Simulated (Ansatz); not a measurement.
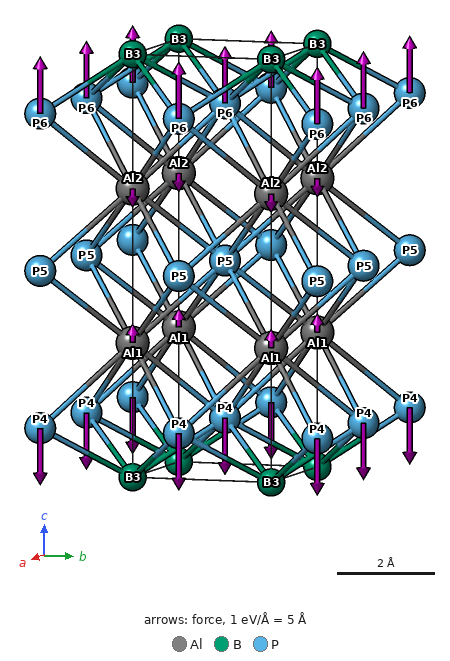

Starting geometry of a crystal of Al2BP3 (a generated structure, set up in P4/mmm) with the computed forces as purple arrows. A ball-and-stick model of the cell of the calculation, seen slightly off an axis.

These are results of DFT PBE, scalar-relativistic, plane waves, PAW (Ansatz), not measurements. Settings: plane-wave cutoff 420 eV; k-point mesh 12 × 12 × 4; occupations gaussian; smearing width 0.1 eV; no spin polarisation; cell and atoms relaxed; force threshold 0.01 eV/Å; at most 80 steps.

Is this structure relaxed? If not, where do the atoms go?

It isn't relaxed: the largest force vector, on P atoms, is 0.24 eV/Å. The final displacements follow the starting forces only in part (cosine between the two patterns 0.71). After 6 accepted moves (7 points after the start) the energy has fallen by 4.1 meV per atom. Largest force component: 0.24 eV/Å at the start, 0.003 eV/Å at the end. The pressure goes from −0.10 to 0.02 GPa. The SCF was repeated once at an unchanged geometry on a basis and grid sized afresh for the cell, which shifted the energy by 0.1 meV per atom at most. The largest moves relative to the cell, 0.056 Å, are those of Al1 and Al2. Al1 goes along +c. Largest moves by element: Al 0.056 Å, P 0.027 Å. B stays in place. The volume changes by +0.4 %, with a = b 3.013 → 2.971 Å (−1.4 %), c 8.783 → 9.066 Å (+3.2 %). Near-neighbour distances that change, for instance: Al1–P4 2.703 → 2.766 Å, Al1–P5 2.666 → 2.640 Å, B3–P4 2.410 → 2.388 Å, P4–P6 2.253 → 2.271 Å. The space group stays P4/mmm (No. 123). The run took 2.4 min on 1 thread of Intel(R) Xeon(R) Processor @ 2.50GHz (Skylake/Cascade Lake), on a shared host, peak memory 0.44 GiB.
